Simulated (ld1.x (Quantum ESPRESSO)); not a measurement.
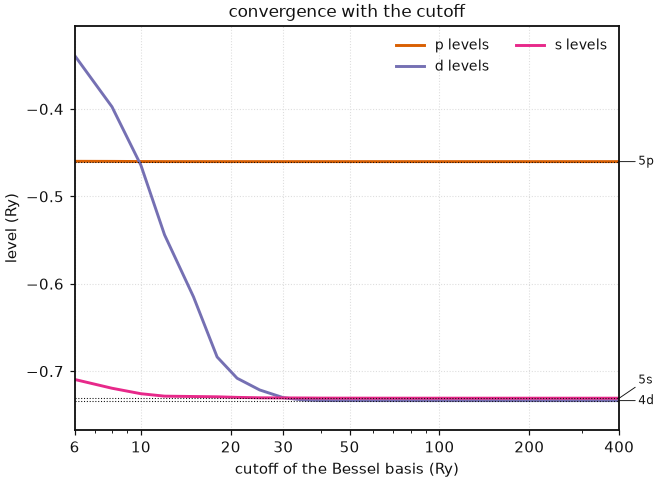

The pseudo-atom Hamiltonian at the reference potential is diagonalised in spherical Bessel functions (20 bohr box) up to the cutoff. Curves: the lowest levels of each channel that holds a bound state. Dotted lines: the all-electron valence levels.

Input of ld1.x (Quantum ESPRESSO) 7.5:

```
 &input
   title='Zr', zed=40., rel=1, dft='PBE', iswitch=3,
   config='[Kr] 4d2 5s1 5p0',
   nld=3, rlderiv=3.65, eminld=-3.0, emaxld=5.0, deld=0.02
 /
 &inputp
   pseudotype=2, tm=.true., lloc=0,
   nlcc=.true., new_core_ps=.true., rcore=1.10,
   file_pseudopw='Zr.UPF', file_wfcaegen='ae.wfc', file_wfcncgen='nc.wfc', file_beta='beta', file_chi='chi'
 /
3
5P  2  1   0.00   0.00  3.35  3.35  0.0
4D  3  2   2.00   0.00  1.85  1.85  0.0
5S  1  0   1.00   0.00  2.40  2.40  0.0
 &test
   configts(1)='4d2 5s1 5p0'
 /
```

Run as:
```bash
ld1.x < Zr.in > Zr.out
```

Functional and relativity: PBE, scalar-relativistic.

Q: Does every curve settle on an all-electron level?

A: No ghost state below the valence levels in the p, d, s, f channels. The curves of the valence states settle on the dotted lines.

Q: Which level is furthest from its value at the highest cutoff when the cutoff is lowest, 6 Ry?

A: 4d, by 0.39 Ry, against 0.02 Ry for 5s.

Q: Read the all-electron valence levels.

A: 5p: -0.46 Ry; 4d: -0.73 Ry; 5s: -0.73 Ry.
